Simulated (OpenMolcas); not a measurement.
## PF5: single-point calculation

The run: single-point calculation of PF5, SMILES FP(F)(F)(F)F. Method and program: r2SCAN0/cc-pVTZ, RKS (OpenMolcas 26.06).

The geometry comes from this level: GFN2-xTB.

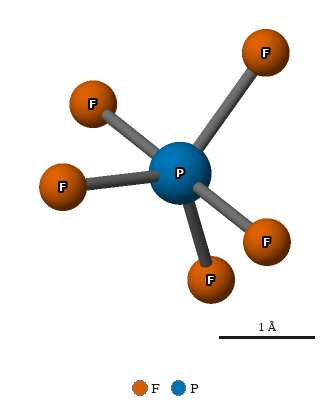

**Figure 1.** The input geometry (ball-and-stick view, seen at a tilt).

Input:
```
* F5P Kohn-Sham DFT

&gateway
 baslib=$CurrDir
 coord
 6
 angstrom
 F       -0.028740      -1.201520       0.992810
 P       -0.000680       0.000150      -0.000180
 F       -1.328670       0.538480      -0.615080
 F        0.154780      -1.010300      -1.217270
 F        1.358380       0.664300      -0.378660
 F       -0.155070       1.008900       1.218380
 basis=cc-pVTZ
 group=NoSym
 ricd

&seward

&scf
 ksdft=HYB_MGGA_XC_R2SCAN0
 thresholds=0.0001 0.1 0.1 1
 prorbitals=1 1
```

Launched with:
```bash
export MOLCAS_MEM=1860
pymolcas job.inp > job.log
```

Log:
```
--- Start Module: gateway ---

                                              &GATEWAY

                       available to each process: 1.9 GB of memory, 1 thread

 Basis Set     1 Label: F.CC-PVTZ
 Basis set is read from library:.
 basistype.tbl is not found

 Basis Set     2 Label: P.CC-PVTZ
 Basis set is read from library:.
 basistype.tbl is not found

 Basis Set     3 Label: F.CC-PVTZ
 Basis set is read from library:.
 basistype.tbl is not found

++    Symmetry information:
      ---------------------

                    Character Table for C1

                             E
                    a        1  x, y, xy, Rz, z, xz, Ry, yz, Rx, I
--

++    Basis set information:
      ----------------------

      Basis set label: F.CC-PVTZ.........

      Electronic valence basis set:
      ------------------
      Associated Effective Charge   9.000000 au
      Associated Actual Charge      9.000000 au
      Nuclear Model: Point charge

      Shell  nPrim  nBasis  Cartesian Spherical Contaminant
         s      10       4        X
         p       5       3        X
         d       2       2                 X
         f       1       1                 X

      Basis set label: P.CC-PVTZ.........

      Electronic valence basis set:
      ------------------
      Associated Effective Charge  15.000000 au
      Associated Actual Charge     15.000000 au
      Nuclear Model: Point charge

      Shell  nPrim  nBasis  Cartesian Spherical Contaminant
         s      15       5        X
         p       9       4        X
         d       2       2                 X
         f       1       1                 X

      Basis set label: F.CC-PVTZ.........

      Electronic valence basis set:
      ------------------
      Associated Effective Charge   9.000000 au
      Associated Actual Charge      9.000000 au
      Nuclear Model: Point charge

      Shell  nPrim  nBasis  Cartesian Spherical Contaminant
         s      10       4        X
         p       5       3        X
         d       2       2                 X
         f       1       1                 X
--

++    Molecular structure info:
      -------------------------

                    ************************************************
                    **** Cartesian Coordinates / bohr, angstrom ****
                    ************************************************

     Center  Label                x              y              z                     x              y              z
        1      F1              -0.054311      -2.270544       1.876139             -0.028740      -1.201520       0.992810
        2      P2              -0.001285       0.000283      -0.000340             -0.000680       0.000150      -0.000180
        3      F3              -2.510822       1.017580      -1.162333             -1.328670       0.538480      -0.615080
        4      F4               0.292492      -1.909190      -2.300307              0.154780      -1.010300      -1.217270
        5      F5               2.566966       1.255345      -0.715564              1.358380       0.664300      -0.378660
        6      F6              -0.293040       1.906545       2.302405             -0.155070       1.008900       1.218380

                    ***************************************
                    *    InterNuclear Distances / bohr    *
                    ***************************************

               1 F1            2 P2            3 F3            4 F4            5 F5            6 F6
    1 F1       0.000000
    2 P2       2.946293        0.000000
    3 F3       5.106713        2.946675        0.000000
    4 F4       4.206370        3.003705        4.209458        0.000000
    5 F5       5.100971        2.946632        5.102947        4.207009        0.000000
    6 F6       4.205563        3.003595        4.208708        6.007298        4.208542        0.000000

                    *******************************************
                    *    InterNuclear Distances / angstrom    *
                    *******************************************

               1 F1            2 P2            3 F3            4 F4            5 F5            6 F6
    1 F1       0.000000
    2 P2       1.559111        0.000000
    3 F3       2.702356        1.559314        0.000000
    4 F4       2.225915        1.589492        2.227549        0.000000
    5 F5       2.699318        1.559290        2.700363        2.226254        0.000000
    6 F6       2.225488        1.589434        2.227152        3.178925        2.227065        0.000000

                    **************************************
                    *    Valence Bond Angles / degree    *
                    **************************************
                          Atom centers                 Phi
                      1 F1       2 P2       3 F3       120.13
                      1 F1       2 P2       5 F5       119.90
                      3 F3       2 P2       5 F5       119.97
--

            Nuclear Potential Energy            403.94292507 au

--- Stop Module: gateway /rc=_RC_ALL_IS_WELL_ ---

--- Start Module: seward ---

                                              &SEWARD

                       available to each process: 1.9 GB of memory, 1 thread

               SEWARD will generate:
                  Multipole Moment integrals up to order  2
                  Kinetic Energy integrals
                  Nuclear Attraction integrals (point charge)
                  One-Electron Hamiltonian integrals
                  Velocity integrals
                  Orbital angular momentum around ( -0.0001   0.0000  -0.0000 )
                  Velocity quadrupole around ( -0.0001   0.0000  -0.0000 )
                  RI decomposed two-electron repulsion integrals stored Cholesky style
                   - acCD auxiliary basis
                   - CD Threshold:   1.00E-04

                   Integrals are discarded if absolute value <: 1.00E-14
                   Integral cutoff threshold is set to       <: 1.00E-16

            Nuclear Potential Energy            403.94292507 au

      Basis set specifications :
      Symmetry species         a
      Basis functions          184

--- Stop Module: seward /rc=_RC_ALL_IS_WELL_ ---
--- Module seward spent 5 seconds ---

--- Start Module: scf ---

                                                &SCF

                       available to each process: 1.9 GB of memory, 1 thread

++    Input section:
      --------------

      Header of the integral files:

      Cartesian coordinates in angstrom:
      -----------------------------------------------------
      No.  Label        X            Y            Z
      -----------------------------------------------------
       1   F1        -0.02874000  -1.20152000   0.99281000
       2   P2        -0.00068000   0.00015000  -0.00018000
       3   F3        -1.32867000   0.53848000  -0.61508000
       4   F4         0.15478000  -1.01030000  -1.21727000
       5   F5         1.35838000   0.66430000  -0.37866000
       6   F6        -0.15507000   1.00890000   1.21838000
      -----------------------------------------------------
      Nuclear repulsion energy =  403.94292507
--

++    Orbital specifications:
      -----------------------

      Symmetry species               1
                                     a
      Frozen orbitals                0
      Occupied orbitals             30
      Secondary orbitals           154
      Deleted orbitals               0
      Total number of orbitals     184
      Number of basis functions    184
--

      Molecular charge                           0.000

      Numerical integration parameters
      --------------------------------
      Radial quadrature type:                         MHL
      Size of radial grid:                            75
      Lebedev angular grid:                           29
      Angular grid pruned with the crowding factor:  3.00E+00
                                 and fading factor:  6.00E+00
      Screening threshold for integral computation:   1.00E-11
      Radial quadrature accuracy:                     1.00E-25
      Maximum batch size:                             128
      AO values are stored on disk
      The same grid will be used for all iterations.

      DFT functional specifications
      -----------------------------
      Using Libxc version: 6.2.2
      Please cite the following reference:
      S. Lehtola, C. Steigemann, M. J.T. Oliveira, and M. A.L. Marques.,  SoftwareX 7, 1–5 (2018) doi:10.1016/j.softx.2017.11.002

      * r2SCAN0: r2SCAN hybrid like PBE0 with 25% exact exchange

++    Optimization specifications:
      ----------------------------

      SCF Algorithm: LK-RI/DF
      LK screening threshold:                     4.50E-02
      Local-Exchange (LK) algorithm.
       - the density matrix is decomposed
      The actual AO density is used
      Number of density matrices in core                 5
      Maximum number of NDDO SCF iterations            400
      Maximum number of HF SCF iterations              400
      Threshold for SCF energy change             1.00E-04
      Threshold for density matrix                1.00E-01
      Threshold for Fock matrix                   1.00E-01
      Threshold for linear dependence             1.00E-09
      Threshold at which DIIS is turned on        1.50E-01
      Maximum depth in the DIIS procedure                5
      Maximum depth in the BFGS Hessian update          30
      Threshold at which QNR/C2DIIS is turned on  7.50E-02
      Threshold for Norm(delta) (QNR/C2DIIS)      1.00E+00
      All orbitals punched on: SCFORB
--

      Input vectors read from INPORB
      Orbital file label: *Guess orbitals

++ Convergence information
                                   [...]      iterations: Energy and convergence statistics

Iter     Tot. [...]      One-elec.       Two-elec.     Energy      Max Dij or  Max Fij      DNorm      TNorm      AccCon     Time
         Energy          Energy          Energy        Change      Delta Norm                                                in Sec.
   1  -839.542872527 -2021.900496696   778.414699101   0.00E+00    5.32E-01*   6.91E-01*    1.13E+01   3.58E+02   None         2.
   2  -839.461866579 -2032.224853555   788.820061907   8.10E-02*   1.27E-01*   1.65E-01*    1.19E+01   3.61E+02   EDIIS        2.
   3  -840.615625086 -2030.644478007   786.085927852  -1.15E+00*   2.50E-02    2.05E-02     1.15E+01   3.60E+02   c2DIIS       2.
   4  -840.645044659 -2027.814892473   783.226922744  -2.94E-02*   4.07E-02    1.20E-02     1.13E+01   3.60E+02   QNRc2DIIS    2.
   5  -840.646179659 -2030.022174265   785.433069537  -1.14E-03*   1.87E-02    9.59E-03     1.15E+01   3.60E+02   QNRc2DIIS    2.
   6  -840.647962254 -2029.181359196   784.590471873  -1.78E-03*   3.89E-03    2.76E-03     1.14E+01   3.60E+02   QNRc2DIIS    2.
   7  -840.648030429 -2029.114480295   784.523524797  -6.82E-05    3.67E-04    8.59E-05     1.14E+01   3.60E+02   QNRc2DIIS    2.

       Convergence after   7 Iterations
--

 *****************************************************************************************************************************
 *                                             SCF/KS-DFT Program, Final results                                             *
 *                                                       Final Results                                                       *
 *****************************************************************************************************************************

::    Total KS-DFT energy                            -840.6480304286
      One-electron energy                           -2029.1144802949
      Two-electron energy                             784.5235247972
      Nuclear repulsion energy                        403.9429250691
      Kinetic energy (interpolated)                   837.4157914194
      Virial theorem                                    1.0038597780
      Total spin, S(S+1)                                0.0000000000
      Total spin, S                                     0.0000000000
      Max non-diagonal density matrix element           0.0002558515
      Max non-diagonal Fock matrix element              0.0000178426

      All orbitals with orbital energies smaller than  E(LUMO)+0.5 are printed

++    Molecular orbitals:
      -------------------

      Title: RKS-DFT orbitals

      Molecular orbitals for symmetry species 1: a

          Orbital            1         2         3         4         5         6         7         8         9        10
          Energy          -77.8618  -25.0172  -25.0168  -25.0168  -24.9744  -24.9743   -6.9874   -5.0763   -5.0763   -5.0732
          Occ. No.          2.0000    2.0000    2.0000    2.0000    2.0000    2.0000    2.0000    2.0000    2.0000    2.0000

          Orbital           11        12        13        14        15        16        17        18        19        20
          Energy           -1.4113   -1.3513   -1.3511   -1.3169   -1.2861   -0.7582   -0.6522   -0.6520   -0.6404   -0.5783
          Occ. No.          2.0000    2.0000    2.0000    2.0000    2.0000    2.0000    2.0000    2.0000    2.0000    2.0000

          Orbital           21        22        23        24        25        26        27        28        29        30
          Energy           -0.5781   -0.5559   -0.5558   -0.5316   -0.5185   -0.4980   -0.4836   -0.4836   -0.4592   -0.4590
          Occ. No.          2.0000    2.0000    2.0000    2.0000    2.0000    2.0000    2.0000    2.0000    2.0000    2.0000

          Orbital           31        32        33        34        35        36        37        38        39        40
          Energy            0.0254    0.0977    0.0986    0.2078    0.2429    0.2735    0.2737    0.3448    0.4237    0.4240
          Occ. No.          0.0000    0.0000    0.0000    0.0000    0.0000    0.0000    0.0000    0.0000    0.0000    0.0000

          Orbital           41
          Energy            0.5248
          Occ. No.          0.0000

--

++    Molecular charges:
      ------------------

      Mulliken charges per centre and basis function type
      ---------------------------------------------------

                F1      P2      F3      F4      F5      F6
      1s       3.8940  4.8785  3.8941  3.9053  3.8940  3.9053
      2px      1.8472  2.5623  1.6228  1.8882  1.6121  1.8883
      2pz      1.7549  2.6034  1.8323  1.7006  1.8623  1.6998
      2py      1.6862  2.5904  1.8330  1.7597  1.8140  1.7604
      3d2+     0.0024  0.1916  0.0038  0.0016  0.0040  0.0014
      3d1+     0.0017  0.1793  0.0036  0.0019  0.0029  0.0016
      3d0      0.0022  0.1839  0.0019  0.0028  0.0018  0.0030
      3d1-     0.0052  0.2316  0.0014  0.0044  0.0012  0.0044
      3d2-     0.0024  0.1825  0.0033  0.0011  0.0040  0.0014
      4f3+     0.0000  0.0383  0.0001  0.0000  0.0001  0.0000
      4f2+     0.0001  0.0443  0.0001  0.0001  0.0000  0.0001
      4f1+     0.0000  0.0291  0.0001  0.0000  0.0001  0.0000
      4f0      0.0001  0.0348  0.0001  0.0001  0.0000  0.0001
      4f1-     0.0001  0.0523  0.0000  0.0001  0.0000  0.0001
      4f2-     0.0001  0.0491  0.0001  0.0001  0.0001  0.0001
      4f3-     0.0000  0.0261  0.0001  0.0000  0.0001  0.0000
      Total    9.1967 13.8776  9.1967  9.2661  9.1969  9.2660

      N-E     -0.1967  1.1224 -0.1967 -0.2661 -0.1969 -0.2660

      Total electronic charge=   60.000000

      Total            charge=   -0.000000
--

++    Molecular properties:
      ---------------------

      Charge (e):
                      =   -0.0000
      Dipole Moment (debye):
      Origin of the operator (angstrom)=   -0.0001    0.0000   -0.0000
                   X= -7.1927E-03               Y=  1.9173E-03               Z= -1.9443E-03           Total=  7.6936E-03
      Quadrupole Moment (debye*angstrom):
      Origin of the operator (angstrom)=   -0.0001    0.0000   -0.0000
                  XX= -3.6349E+01              XY=  2.1757E-01              XZ=  2.5838E-01              YY= -3.7722E+01
                  YZ= -1.6900E+00              ZZ= -3.8360E+01
      In traceless form (debye*angstrom)
                  XX=  1.6915E+00              XY=  3.2636E-01              XZ=  3.8758E-01              YY= -3.6687E-01
                  YZ= -2.5349E+00              ZZ= -1.3247E+00
--

--- Stop Module: scf /rc=_RC_ALL_IS_WELL_ ---
--- Module scf spent 16 seconds ---

.##################.
.# Happy landing! #.
.##################.

    Timing: Wall=22.79 User=21.99 System=0.79
```

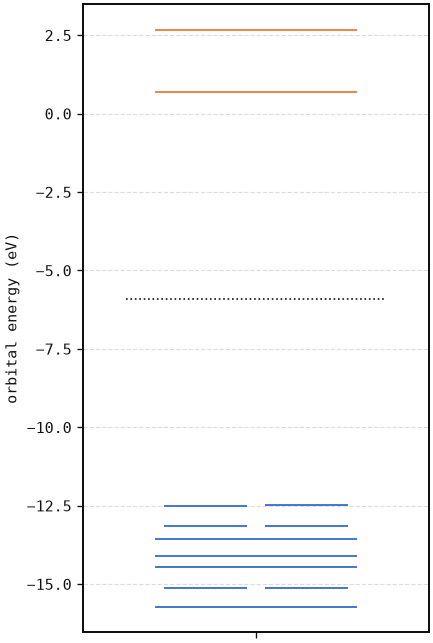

**Figure 2.** Orbital energies near the frontier; the dotted line parts filled from empty levels, and levels within 0.02 eV of each other stand side by side. Highest filled −12.49 eV, lowest empty 0.69 eV, 13.18 eV apart.

Key numbers:

```tsv
quantity	value
outcome	converged
total energy	−840.648030 hartree
basis functions	184
HOMO	−12.49 eV
LUMO	0.69 eV
dipole moment	0.01 debye
hardware	1 thread of Arm Neoverse V2, 24 GiB of memory available, shared host
wall time	23 s
peak memory	0.18 GiB
```

Remarks:

These settings are looser than, or depart from, a standard set-up, so the numbers are not reference values for this system.
